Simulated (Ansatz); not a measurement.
# InAs wire along [110], 24 atoms a period, H-terminated: bands by functional and under strain, part 2 of 4

Wanted: the relaxed geometry and the bands of the InAs wire along [110], 24 atoms a period, H-terminated.

Ansatz 0.2.0; DFT PBE, plane waves, PAW; relaxation of a wire's period; PAW set soft_1 (the session's first sound run).

So far: The structure; Relaxation of atoms and period.

### 2. Relaxation of atoms and period (continued)

The steps of the relaxation:

```csv
step,energy less that of the first step (eV),largest force component (eV/Å),pressure (GPa),volume (Å³)
1,0.0000,1.1882,-0.13,2047.12
2,-0.8165,0.4755,-0.04,2060.42
3,-1.0851,0.1957,0.01,2074.55
4,-1.1099,0.1882,-0.07,2102.03
5,-1.1365,0.1296,0.00,2087.70
6,-1.1431,0.1033,-0.01,2090.88
7,-1.1493,0.0218,-0.01,2089.69
8,-1.1505,0.0214,-0.01,2089.27
9,-1.1514,0.0262,-0.01,2089.66
10,-1.1516,0.0230,0.00,2090.24
11*,-1.1574,0.0230,0.00,2090.24
```

Relaxation steps marked * repeat the geometry before them on a plane-wave basis chosen anew for their cell, so energy and pressure can jump there.

The run keeps the 2 symmetry operations that it works with, so distortions that break them were not tested.

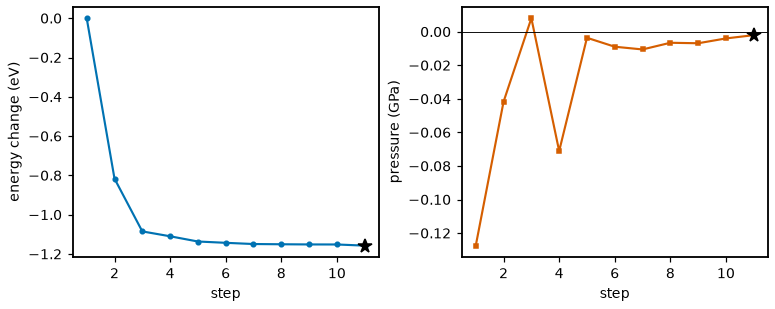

Energy and pressure along the relaxation. Stars mark steps on a basis chosen anew.

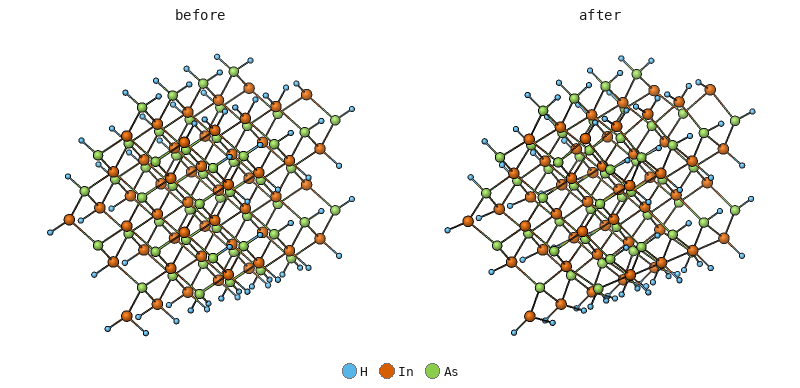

The structure before and after the relaxation, drawn at the same scale.

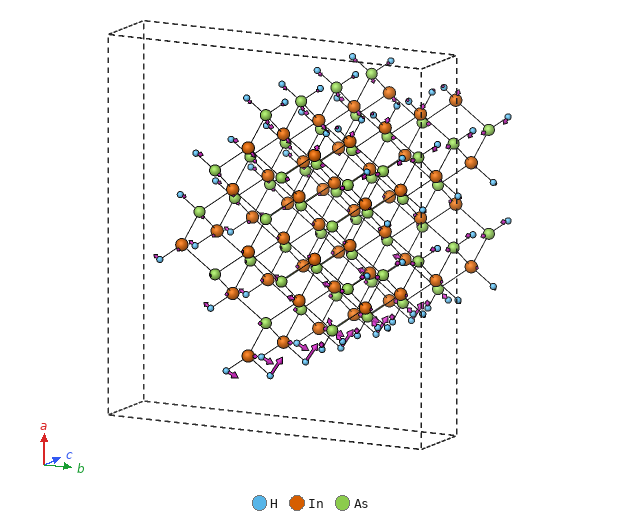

Displacements in the relaxation, exaggerated, measured against the changing cell; the longest in the cell stands for 0.92 Å. 1×1×4 cells are drawn. Some periodic images of atoms are drawn too.

```csv
cell as run,before,after,change
c (Å),4.377,4.469,+2.1 %
```

The atoms that moved most (Å, along periodic axes as changes of fractional coordinates times the final cell, across vacuum about the mean position):

```csv
atom,dx,dy,dz,length
H1,0.762,0.515,0.000,0.919
H35,-0.210,0.480,0.000,0.524
In20,0.081,-0.376,0.000,0.384
As15,0.342,-0.119,0.000,0.362
H10,-0.255,-0.158,0.000,0.300
H34,0.212,-0.118,-0.168,0.296
H13,0.212,-0.118,0.168,0.296
H17,0.159,-0.241,0.000,0.289
```

This step gave:

```yaml
energy_at_zero_smearing: -125700.9711 eV
cell_length_along_the_wire: 4.469 Å
```

The cell's length comes to 4.469 Å with spin left out.

### 3. The wire at its relaxed period

This step: DFT PBE, plane waves, PAW; bands of a perfect wire; PAW set soft_1 (Ansatz 0.2.0).

At the relaxed period the bands are computed along the axis; those that cross an energy going forward count the channels that a perfect wire would open there.

input.yaml reads:

```yaml
crystal:
  lattice:
    - [22.65, 0.0, 0.0]
    - [0.0, 20.649, 0.0]
    - [0.0, 0.0, 4.4691933302]
  atoms:
    - { symbol: H, position: [0.183744417, 0.542330034, 0.0] }
    - { symbol: In, position: [0.195879034, 0.458447188, 0.0] }
    - { symbol: As, position: [0.401759468, 0.547926305, 0.0] }
    - { symbol: As, position: [0.396275871, 0.754635782, 0.0] }
    - { symbol: H, position: [0.436497004, 0.813835817, 0.0] }
    - { symbol: In, position: [0.47099322, 0.652228255, 0.0] }
    - { symbol: In, position: [0.468421068, 0.441087992, 0.0] }
    - { symbol: As, position: [0.672557229, 0.563086975, 0.0] }
    - { symbol: As, position: [0.667962099, 0.754603332, 0.0] }
    - { symbol: H, position: [0.702000505, 0.818586641, 0.0] }
    - { symbol: In, position: [0.753987199, 0.663306848, 0.0] }
    - { symbol: In, position: [0.732734877, 0.455809159, 0.0] }
    - { symbol: H, position: [0.233660395, 0.653254829, 0.248550087] }
    - { symbol: H, position: [0.78924241, 0.659355187, 0.346502537] }
    - { symbol: As, position: [0.278901988, 0.653214188, 0.5] }
    - { symbol: As, position: [0.262471185, 0.437924366, 0.5] }
    - { symbol: H, position: [0.293792983, 0.258984823, 0.5] }
    - { symbol: H, position: [0.284344443, 0.837503223, 0.5] }
    - { symbol: In, position: [0.330536896, 0.333292643, 0.5] }
    - { symbol: In, position: [0.335716787, 0.53480408, 0.5] }
    - { symbol: In, position: [0.33155534, 0.771293465, 0.5] }
    - { symbol: As, position: [0.531244318, 0.239473733, 0.5] }
    - { symbol: As, position: [0.536736536, 0.659672921, 0.5] }
    - { symbol: As, position: [0.536460932, 0.448159369, 0.5] }
    - { symbol: H, position: [0.558496826, 0.838539465, 0.5] }
    - { symbol: H, position: [0.574207792, 0.182481296, 0.5] }
    - { symbol: In, position: [0.600565291, 0.341703523, 0.5] }
    - { symbol: In, position: [0.605050446, 0.554273072, 0.5] }
    - { symbol: In, position: [0.602469886, 0.76906704, 0.5] }
    - { symbol: As, position: [0.800452515, 0.449521765, 0.5] }
    - { symbol: H, position: [0.843117875, 0.392704671, 0.5] }
    - { symbol: H, position: [0.845979489, 0.503475603, 0.5] }
    - { symbol: H, position: [0.78924241, 0.659355187, 0.653497463] }
    - { symbol: H, position: [0.233660395, 0.653254829, 0.751449913] }
    - { symbol: H, position: [0.140847162, 0.399863085, 0.0] }
    - { symbol: As, position: [0.399518686, 0.33774278, 0.0] }
    - { symbol: H, position: [0.429428975, 0.154904347, 0.0] }
    - { symbol: In, position: [0.463271349, 0.230506829, 0.0] }
    - { symbol: As, position: [0.668282024, 0.34816182, 0.0] }
    - { symbol: H, position: [0.711803619, 0.291681791, 0.0] }
kpoints:
  mp_grid: { grid: [1, 1, 18] }
  band_path: { path: ["Γ", Z], npoints: 90 }
scf:
  occupations: { method: fermi_dirac, width: 0.05 }
hamiltonian:
  xc: pbe
  pseudopotentials: { kind: paw, azcp: { folder: soft_1 } }
output:
  dos: { e_range: [-5, 4] }
  write_potential: true
  write_density: true
  volumetric_format: npy
```

Command:

```console
$ ansatz run input.yaml --threads 4 --pin off --max-ram 16384MiB --backend cpu --events-out ev --progress --plain --runs-dir out
```

Numbers of over 12 decimals in the logs are rounded to 6 here.

The program printed:

```text
[...]
Crystal: 40 atoms, lattice volume = 2090.241 Å³
Basis set: ecut = 420 eV, 40993 PW (Γ)
Bands: 216, of which v1, the nominal top of the filled ones, is band 176 counted from 1 (175 counted from 0)
Symmetry: 2 space group operations
[...]
k-points: 10 of 18
[...]
SCF iter   1: F=—  HF=-125707.795429 eV  |F-HF|=—  |Δ(HF+E_count)|=         —  Δρ=2.92e-2  dr2=2.28e1  ethr=3.10e-3  ⟨swp⟩=6.3  Hψ=8931  notcnv=0  defer=104
[...]
SCF iter  13: F=-125700.973368 eV  HF=-125700.973368 eV  |F-HF|=2.56e-8  |Δ(HF+E_count)|=   1.99e-7  Δρ=1.04e-6  dr2=6.78e-8  ethr=2.84e-11  ⟨swp⟩=14.4  Hψ=9026  notcnv=0
SCF 1 converged in 13 iterations: F = -125700.973368 eV  dr2 = 6.78e-8
[...]
NSCF: frozen V_eff on 91 k-points
WARN: pass on a band path, mesh or list of k-points: the 91 k-points are solved 24 at a time at the most, because the 14.40 GiB of host memory that the pass is priced against does not hold them all with the solver's workspace as planned. The pass can take longer, above all where fewer k-points are solved at a time than the run has threads. As a rule a larger memory budget leaves room for more at once. The budget is what a run with no `--max-ram-frac` typed is planned for, 0.8 of the host's memory or its container's limit. More memory there lifts it, and so does a share over 0.88 that is typed (of such a share the budget is ten elevenths): [rest of the remark cut]
WARN: The output density's exchange-correlation potential varies sharply where the density is thin. Do not read a vacuum level from v_tot or v_xc, or from such a field of the output density. On a cell that repeats whose density bears no net charge and no dipole along the vacuum's axis use v_es (v_loc + v_h of the components); under efield.dipole_correction with no amplitude use v_es + v_field, which holds any externa [...]
SCF converged after 13 iterations
Free energy (F): -125700.973368 eV
[...]
Internal energy: -125700.968693 eV  (E = F + TS)
E sigma→0 (E₀):  -125700.971030 eV
Entropy (-TS):   -0.004676 eV (-0.117 meV/atom)
Fermi energy:    -0.128320 eV
[...]
--- Band table (eV; the first three rows and the last of 10) ---
  k-point 0: bands = [... 172 lower, -1.2782, -1.2164, -0.8187, -0.2309, -0.0239, 0.2991, 0.4199, 0.5938, ... 36 higher]
  k-point 1: bands = [... 172 lower, -1.3410, -1.1785, -0.8943, -0.3959, 0.1242, 0.4544, 0.5546, 0.7309, ... 36 higher]
  k-point 2: bands = [... 172 lower, -1.3892, -1.2364, -1.0188, -0.6866, 0.4308, 0.7802, 0.8634, 1.0300, ... 36 higher]
  k-point 9: bands = [... 172 lower, -1.9431, -1.8673, -1.8299, -1.6432, 0.9500, 1.0307, 1.3886, 1.4662, ... 36 higher]
```

Run time: 25 min. Hardware: 4 threads of Arm Neoverse V1, shared host; peak memory 11 GiB.

The column dr2 measures how far the density is from self-consistency, as an energy; F and HF (Harris–Foulkes) agree once it is small.

This step gave:

| Item | Value |
| --- | --- |
| energy at zero smearing | -125700.9710 eV |
| band gap | 0.2070 eV |

The electronic bands at the labelled points (eV, zero at the Fermi level; v1 is the highest filled band, c1 the lowest empty one):

```csv
point,v4,v3,v2,v1,c1,c2,c3,c4
Γ,-1.15,-1.09,-0.69,-0.10,0.10,0.43,0.55,0.72
Z,-1.81,-1.74,-1.70,-1.51,1.08,1.16,1.52,1.59
```

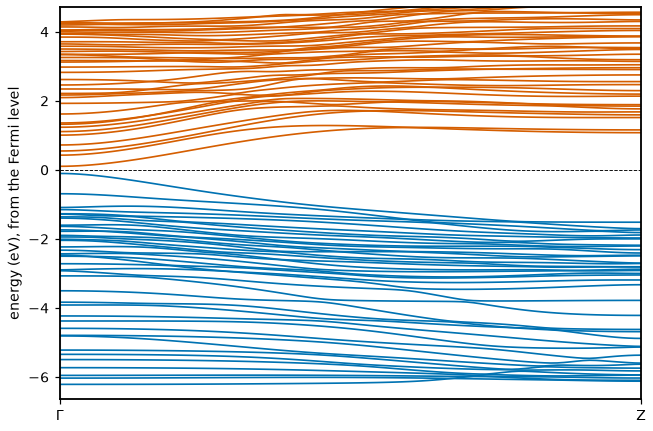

Electronic bands along the path; lines of filled and empty bands in two colours.

The gap is 0.207 eV, with spin left out.

The path shows a direct gap of 0.21 eV (valence top at Γ, conduction bottom at Γ).

### 4. Another level of theory

This step: DFT r2SCAN, plane waves, PAW; bands of a perfect wire at the PBE geometry; PAW set soft_1 (Ansatz 0.2.0).

The atoms stay at the PBE geometry and the functional changes. r2SCAN also reads the kinetic-energy density; it often gives larger moments and wider gaps than PBE, at a higher cost.

Changes to input.yaml since step 3:

```diff
@@ -47,3 +47,3 @@
 kpoints:
-  mp_grid: { grid: [1, 1, 18] }
+  mp_grid: { grid: [1, 1, 14] }
   band_path: { path: ["Γ", Z], npoints: 90 }
@@ -52,8 +52,3 @@
 hamiltonian:
-  xc: pbe
+  xc: r2scan
   pseudopotentials: { kind: paw, azcp: { folder: soft_1 } }
-output:
-  dos: { e_range: [-5, 4] }
-  write_potential: true
-  write_density: true
-  volumetric_format: npy
```

The program printed:

```text
Engine: ansatz 0.2.0, aarch64-unknown-linux-gnu
Pseudopotentials: kind: paw
Pseudopotential: H, paw, valence charge 1, recommended cutoff 500 eV (meta_gga), soft_1/H.paw.azcp
Pseudopotential: In, paw, valence charge 13, recommended cutoff 500 eV (meta_gga), soft_1/In.paw.azcp
Pseudopotential: As, paw, valence charge 15, recommended cutoff 500 eV (meta_gga), soft_1/As.paw.azcp
Functional definition: r2SCAN
  parameter k0 = 0.174
  parameter k1 = 0.065
  parameter a1 = 4.9479
  exchange = r2scan_x(k0 = k0, k1 = k1, a1 = a1)
  correlation = r2scan_c
Crystal: 40 atoms, lattice volume = 2090.241 Å³
Basis set: ecut = 500 eV, 52973 PW (Γ), exchange–correlation on 720×640×144 points (64 copies of the dense FFT grid, shifted against one another)
Bands: 216, of which v1, the nominal top of the filled ones, is band 176 counted from 1 (175 counted from 0)
Symmetry: 2 space group operations
Space group: Pm (ITA 6), of the structure as read, at distance tolerance 1.3e-4 Å
k-points: 8 of 14
Non-local potential: H, projectors of the file, l = 0: 2, l = 1: 1
Non-local potential: In, projectors of the file, l = 0: 2, l = 1: 2, l = 2: 2, l = 3: 1
Non-local potential: As, projectors of the file, l = 0: 2, l = 1: 2, l = 2: 3, l = 3: 1
PAW form: soft (Blöchl's): semilocal exchange-correlation on the pseudo side does not see the compensation charge
PAW frozen core: In, regenerated for the run's functional (the file was generated under x = pbe(κ = 0.804, μ = 0.219515), c = pbe(β = 0.066725))
PAW frozen core: As, regenerated for the run's functional (the file was generated under x = pbe(κ = 0.804, μ = 0.219515), c = pbe(β = 0.066725))
PAW one-centre angular grid: H, 302 points (default); XC on 160 Gauss nodes
PAW one-centre angular grid: In, 590 points (default); XC on 160 Gauss nodes
PAW one-centre angular grid: As, 590 points (default); XC on 160 Gauss nodes
Initial density: superposition of atomic densities (neutral atoms: chi_scale 0, normalization atom)
Initial wavefunctions: pseudopotential atomic-orbital guess
Functional: x = r2scan, c = r2scan; τ floored in thin density (d = 2e-4 eV/Å³)
SCF iter   1: F=—  HF=-125978.447459 eV  |F-HF|=—  |Δ(HF+E_count)|=         —  Δρ=2.86e-2  dr2=2.21e1  dr2_τ=2.21e-1  ethr=3.10e-3  ⟨swp⟩=6.4  Hψ=7167  notcnv=0  defer=82
preconditioner: auto → Resta (q_TF=auto, 2.027 Å⁻¹)  ε∞=1.8  [insulator: Δε(μ)=1.376 eV  Ē_g=13.782 eV  σ=0.050 eV  W_gap=1.00  n_scr=308 (ndim 8)  ℏωp=12.4 eV  f_vac=0.549  D(μ)=0.00/eV (n_scr^D=0)  ε∞_Penn≈1.8  vacuum switching on, ρ_ref=1.4e-2 e/Å³]
SCF iter   2: F=—  HF=-125973.868973 eV  |F-HF|=—  |Δ(HF+E_count)|=    4.58e0  Δρ=1.30e-2  dr2=3.66e0  dr2_τ=4.95e-2  ethr=3.10e-3  ⟨swp⟩=3.5  Hψ=3007  notcnv=0  defer=261
[...]
SCF iter  11: F=—  HF=-125973.691487 eV  |F-HF|=—  |Δ(HF+E_count)|=   1.69e-6  Δρ=2.14e-6  dr2=2.13e-7  dr2_τ=2.66e-9  ethr=3.12e-10  ⟨swp⟩=2.2  Hψ=2699  notcnv=0  defer=241
SCF iter  12: F=-125973.691487 eV  HF=-125973.691487 eV  |F-HF|=3.29e-8  |Δ(HF+E_count)|=   3.12e-7  Δρ=9.19e-7  dr2=5.38e-8  dr2_τ=5.61e-10  ethr=2.84e-11  ⟨swp⟩=15.8  Hψ=7527  notcnv=0
SCF 1 converged in 12 iterations: F = -125973.691487 eV  dr2 = 5.38e-8
[...]
NSCF: frozen V_eff on 91 k-points
WARN: pass on a band path, mesh or list of k-points: the 91 k-points are solved 3 at a time at the most, because the 14.40 GiB of host memory that the pass is priced against does not hold them all with the solver's workspace as planned. The pass can take longer, above all where fewer k-points are solved at a time than the run has threads. As a rule a larger memory budget leaves room for more at once. The budget is what a run with no `--max-ram-frac` typed is planned for, 0.8 of the host's memory or its container's limit. More memory there lifts it, and so does a share over 0.88 that is typed (of such a share the budget is ten elevenths): [rest of the remark cut]
WARN: the run was ended behind the SCF: a stop after 87 completed k-points of an NSCF pass taken by its consumer. The result of record stands; what else was asked for is given out only as far as it was finished by then, or is formed of that. The run will not end as completed
SCF converged after 12 iterations
Free energy (F): -125973.691487 eV
Harris-Foulkes:  -125973.691487 eV  (|F-HF|=3.29e-8)
Internal energy: -125973.690032 eV  (E = F + TS)
E sigma→0 (E₀):  -125973.690760 eV
Entropy (-TS):   -0.001456 eV (-0.036 meV/atom)
Fermi energy:    -0.131486 eV
--- Per-component energies (eV) ---
  E_band       = -6903.974025
  E_kinetic    = 3980.306948
  E_local      = -211109.320806  (includes V_loc(G=0)·N_el)
  E_nonlocal   = -778.784537
  E_hartree    = 104036.672555
  E_xc         = -2498.180307
  E_vxc        = -2256.084118  (∫ρ·V_xc dr)
  E_paw        = -75139.462932  (= ΣΔE_a)
  E_vpaw       = -4954.167265  (= ΣTr[D̂ρ^β])
  E_aug_tail   = -0.001880  (compensation charges beyond the density's cutoff)
  E_vtau       = 140.793797  (kinetic-family band-sum trace: ∫τ·v_τ [+ j·A + Jᵃ·Aᵃ] dr)
  E_ewald      = 55540.983064
  E_core_change = -5.902136  (= ΣΔE_core)
  E_smearing   = -0.001456  (= −TS)
  E_closure    = 0.000000  (closes the sum)
  Σ components = -125973.691487   (vs F -125973.691487, Δ=0.00e0)
--- Band table (eV; the first three rows and the last of 8) ---
  k-point 0: bands = [... 172 lower, -1.4921, -1.3885, -1.0049, -0.3258, 0.0633, 0.3847, 0.5083, 0.7181, ... 36 higher]
  k-point 1: bands = [... 172 lower, -1.5606, -1.3625, -1.1163, -0.5711, 0.2876, 0.6240, 0.7226, 0.9307, ... 36 higher]
  k-point 2: bands = [... 172 lower, -1.6299, -1.4889, -1.2717, -0.9773, 0.7191, 1.0718, 1.1766, 1.3418, ... 36 higher]
  k-point 7: bands = [... 172 lower, -2.1673, -2.0767, -2.0505, -1.8590, 1.0558, 1.1614, 1.4782, 1.5698, ... 36 higher]
Error: SIGTERM received: cancelled by the caller after 87 completed k-points of an NSCF pass taken by its consumer, in an analysis behind the self-consistent cycle: that cycle's result was reported, and what else the deck asks for behind it is given out only as far as it was finished by then, or is formed of that: a resume of the run directory makes the rest
```

Elapsed: 37 min, on 4 threads; peak memory 13 GiB.

The run was cut off at the time limit after its SCF cycle had converged; no result of it is taken.

The program's message: “Error: SIGTERM received: cancelled by the caller after 87 completed k-points of an NSCF pass taken by its consumer, in an analysis behind the self-consistent cycle: that cycle's result was reported, a …”

### 5. Another level of theory

This step: DFT HSE06, plane waves, PAW; levels of a perfect wire at the PBE geometry; PAW set soft_1 (Ansatz 0.2.0).

The atoms stay at the PBE geometry and the functional changes. HSE06 mixes in a quarter of short-range exact exchange, which removes part of the self-interaction that closes gaps; it is dear, so the mesh is thinner and no path is run. Against the first PBE run of this kind, the mesh along the wire has 7 points against 18.

Changes to input.yaml since step 4:

```diff
@@ -47,4 +47,3 @@
 kpoints:
-  mp_grid: { grid: [1, 1, 14] }
-  band_path: { path: ["Γ", Z], npoints: 90 }
+  mp_grid: { grid: [1, 1, 7] }
 scf:
@@ -52,3 +51,3 @@
 hamiltonian:
-  xc: r2scan
+  xc: hse06
   pseudopotentials: { kind: paw, azcp: { folder: soft_1 } }
```

The program printed:

```text
[...]
exact exchange (on PAW files that of the plane waves, all of it where the separable form is declined too) is computed from pair densities and not by density-matrix convolution, because memory is short: the convolution, which is usually faster, keeps the exchange operator as a matrix at each irreducible k-point or, where blocks serve (scf.exx.build), one block of their elements at a time (for builds on a GPU, the tabl [...]
Crystal: 40 atoms, lattice volume = 2090.241 Å³
[...]
Fermi energy:    -0.223287 eV
[...]
--- Band table (eV) ---
  k-point 0: bands = [... 172 lower, -1.7154, -1.6014, -1.2124, -0.6228, 0.1763, 0.5263]
  k-point 1: bands = [... 172 lower, -1.8765, -1.7313, -1.5011, -1.2414, 0.8745, 1.2364]
  k-point 2: bands = [... 172 lower, -2.0882, -2.0200, -1.9491, -1.7936, 1.4060, 1.4445]
  k-point 3: bands = [... 172 lower, -2.4110, -2.3125, -2.1936, -2.1173, 1.2488, 1.3561]
  guard bands above this table: 38 of the run's 216 bands. The solve was not asked for them (output.publish_guard_bands: true or output.eigenvalues: true publishes all)
[key lines of the parts left out:]
Free energy (F): -125763.417995 eV
```

It took 69 min on 4 threads; peak memory 8.8 GiB.

Numbers from this step:

```
band gap : 0.799 eV
```

The gap is 0.799 eV, against 0.207 eV under PBE at the relaxed period.

(Continued in part 3 of 4.)

[Logs are printed without paths, hosts, clocks, repeated set-up lines and the standing remarks that a program may print on its own settings, such as how far it seeks lower states.]

[Hosts, paths, dates, database ids (printed as entryN), source tags and the programs' standing remarks are cut or masked in the printed files.]
